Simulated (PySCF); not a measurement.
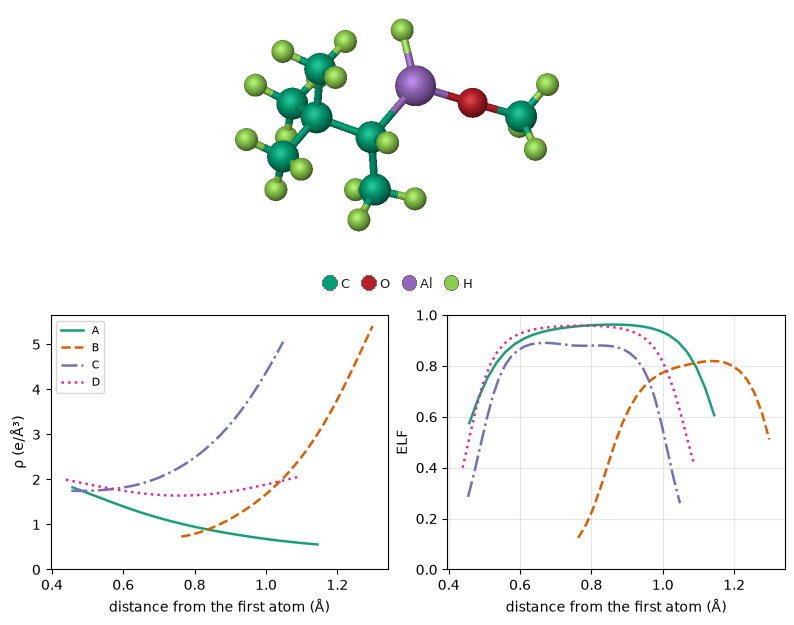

The picture shows: C₇H₁₇AlO (SMILES C[O][AlH][C@H](C)C(C)(C)C). Total electron density and electron localisation function along straight lines between neighbouring atoms. The curves leave out the atomic cores. The structure is drawn too.

Geometry: GFN2-xTB.

Theory: PySCF, PBE0/pcSseg-1, SCF density, gas phase, non-relativistic.

```xyz
26

C     4.3022    0.3698   -0.4041
O     2.9239    0.5823   -0.4964
Al    1.3015    0.8450   -0.6312
C     0.0196   -0.0934    0.6394
C     0.4555   -1.5564    0.8301
C    -1.4512    0.0920    0.2170
C    -2.4143   -0.6381    1.1607
C    -1.6587   -0.4067   -1.2120
C    -1.7529    1.5916    0.2574
H     4.6173   -0.3701   -1.1442
H     4.8370    1.3041   -0.5901
H     4.5612    0.0060    0.5932
H     0.9400    1.8256   -1.7575
H     0.1147    0.3717    1.6370
H     1.5249   -1.5895    1.0449
H     0.2822   -2.1459   -0.0683
H    -0.0649   -2.0307    1.6621
H    -2.3117   -1.7158    1.0655
H    -3.4435   -0.3755    0.9231
H    -2.2227   -0.3614    2.1956
H    -2.6601   -0.1681   -1.5645
H    -0.9313    0.0717   -1.8729
H    -1.5252   -1.4836   -1.2751
H    -1.6631    1.9755    1.2719
H    -1.0410    2.1242   -0.3769
H    -2.7605    1.7983   -0.0987
```

Q: Which curve belongs to which contact (Al–O, C–Al, C–C and C–O)? The first atom named is at distance zero.

A: Curve A: C–Al (2.03 Å): the density is about 0.66 e/Å³ at the midpoint; the ELF peaks at about 0.95 between the atoms (a shared but strongly polarised pair). Curve B: Al–O (1.65 Å): ρ at the midpoint is about 0.85 e/Å³; the ELF peaks at about 0.80 in the valence shell of O, 0.5 Å from its nucleus, and is about 0.30 at the midpoint. Curve C: C–O (1.40 Å): ρ is about 2 e/Å³ halfway, with its minimum of 1.7 e/Å³ about 0.5 Å from C; the ELF peaks at about 0.90 between the atoms; a shared but strongly polarised pair. Curve D: C–C (1.53 Å): ρ at the midpoint is about 1.6 e/Å³; the ELF peaks at about 0.95 between the atoms; a shared electron pair.
